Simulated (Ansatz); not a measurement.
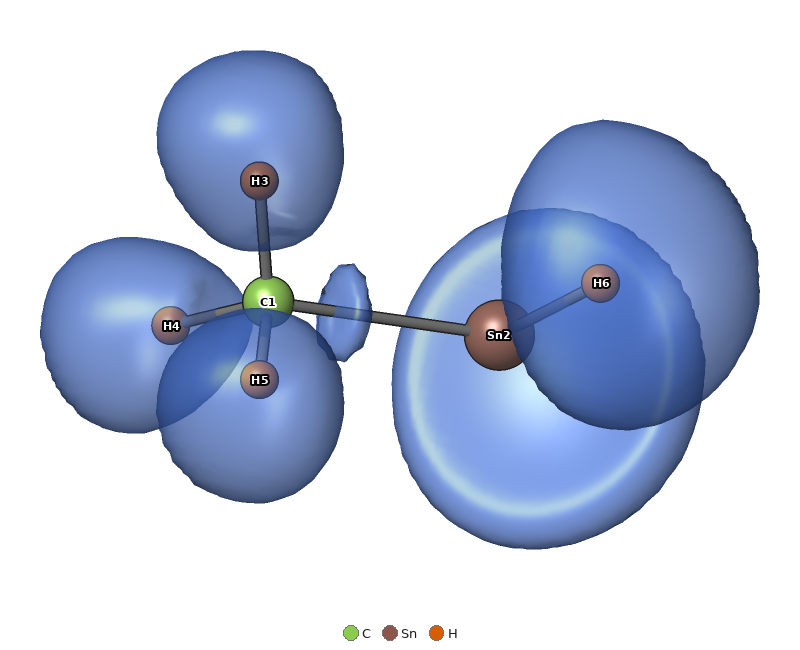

Figure. CH4Sn (SMILES [CH3][SnH]). Isosurface of the ELF at 0.85 (blue), seen from one side. Only the valence region is drawn (cores and ρ < 0.01 e/Å³ removed).

Geometry: B3LYP-D3(BJ)/def2-SVP; core potentials replace the inner electrons of Sn.

Level of theory: Ansatz, isolated molecule in a Gaussian basis; Kohn-Sham density functional theory, functional PBE0.

The calculation's input:

```
crystal:
  periodic: [false, false, false]
  atoms:
    - {symbol: C, position_ang: [-2.110407, -0.598097, -0.457334]}
    - {symbol: Sn, position_ang: [-0.051533, 0.156217, -0.084045]}
    - {symbol: H, position_ang: [-2.470283, -1.133875, 0.437823]}
    - {symbol: H, position_ang: [-2.813112, 0.210643, -0.704653]}
    - {symbol: H, position_ang: [-2.087571, -1.328350, -1.284377]}
    - {symbol: H, position_ang: [0.556085, -1.504890, 0.234270]}
basis:
  gaussian:
    orbitals: def2-TZVPD
hamiltonian:
  xc: pbe0
output: {forces: true, orbitals: {seedname: orbitals}}
```

Run with:

```sh
ansatz run input.yaml --threads 1 --pin off --max-ram 2610MiB --events-out events.jsonl --progress --plain --runs-dir runs
```

Describe the localisation domains.

Answer. The surface consists of four regions around hydrogen nuclei, one lobe of the valence shell of C pointing towards Sn (polar bonds) and one lobe on Sn, pointing away from the bonds (lone pairs).

Values along the shortest contacts:
C–Sn (2.22 Å): the ELF peaks at about 0.90 in the valence shell of C, 0.7 Å from its nucleus, and drops to about 0.20 between the two atoms. C–H (1.10 Å): the ELF climbs to about 1 towards the hydrogen, as it does in any bond to H; a covalent bond by its length.
